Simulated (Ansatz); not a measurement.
Input file:

```
crystal:
  periodic: [false, false, false]
  atoms:
    - {symbol: F, position_ang: [-0.900927, -0.144063, 1.650673]}
    - {symbol: Hf, position_ang: [0.009998, -0.014732, -0.008281]}
    - {symbol: F, position_ang: [1.636923, -0.985750, 0.086339]}
    - {symbol: F, position_ang: [-1.077937, -0.735924, -1.384845]}
    - {symbol: F, position_ang: [0.381842, 1.806871, -0.385287]}
basis:
  gaussian: {orbitals: def2-TZVPP}
hamiltonian: {xc: pbe0, dispersion: d4}
output: {orbitals: {seedname: orbitals}}
```

Launched as:

```sh
ansatz run in.yaml --threads 4 --pin off --events-out ev --progress --plain --max-ram 10444MiB
```

Geometry: PBE0-D4/def2-TZVP; core potentials replace the inner electrons of Hf.

All numbers below come from Ansatz, RKS PBE0-D4/def2-TZVPP.

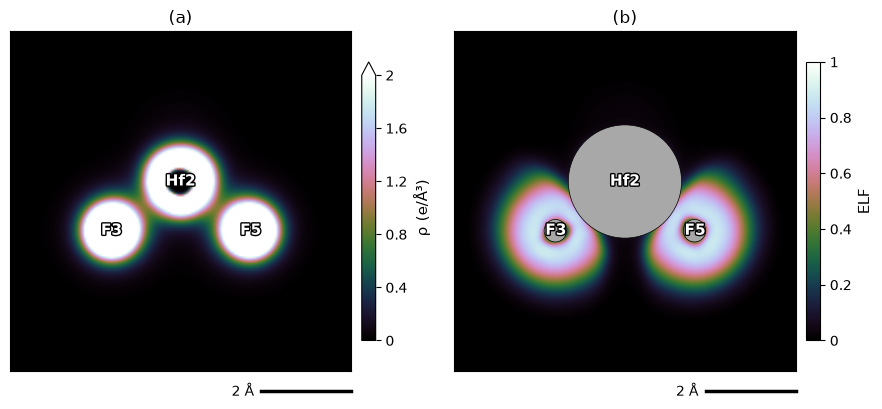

F4Hf (SMILES [F][Hf]([F])([F])[F]). (a) electron density; (b) ELF on the plane of atoms F3, Hf2 and F5. Grey discs cover the atomic cores in the ELF map.

**What do the fields say about this system?**

- Atoms in the plane: Hf and F.
- Hf–F (1.90 Å): ρ is about 0.96 e/Å³ halfway; the ELF peaks at about 0.85 in the valence shell of F, 0.5 Å from its nucleus, and drops to about 0.20 between the two atoms.
